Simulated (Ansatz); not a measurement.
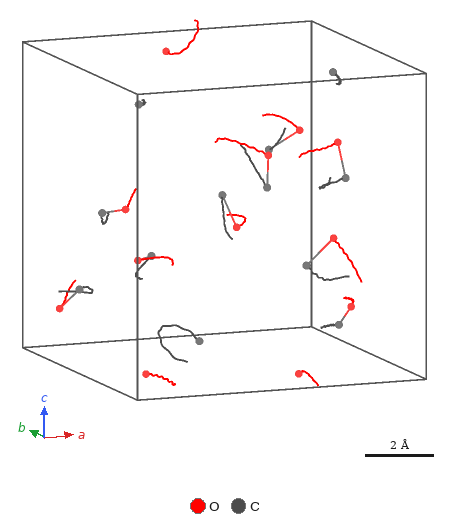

First-principles dynamics of a periodic cell with 12 CO at 0.729 g/cm³, 100 fs long. It starts from the last geometry of an earlier run, with fresh velocities. Lines trace each atom's path, in the colour of its element; spheres stand at the starting positions. Seen slightly off an axis in the simulation cell.

These are results of DFT r2SCAN, scalar-relativistic, plane waves, PAW (Ansatz 0.2.0), not measurements. Settings: plane-wave cutoff 500 eV; k-point mesh 1 × 1 × 1; Fermi-Dirac smearing 0.05 eV; low-accuracy preset; Nosé-Hoover thermostat (NVT); set temperature 1500 K; time step 1 fs; thermostat time 50.0 fs.

**How do the atoms move?**

Root-mean-square distances from the starting positions over the second half, with the common drift of all atoms taken out: O 0.96 Å, C 0.87 Å. The molecules turn and drift from their places. The conserved quantity stays between 0 and 2 meV per atom of its start. A straight-line fit has a slope that amounts to +0.32 meV per atom over 100 fs (0.2 % of the mean kinetic energy), its mean offset in the second half is 0.5 %, and the ripple about the line is 1.8 % of the kinetic energy's fluctuation. With a drift under 2 % and a ripple under 7 %, the integration is accurate.

Limits of the set-up: the program's low-accuracy preset was used.

The run took 22 min on 2 threads of Arm Neoverse V2 (shared host), peak memory 1.3 GiB.
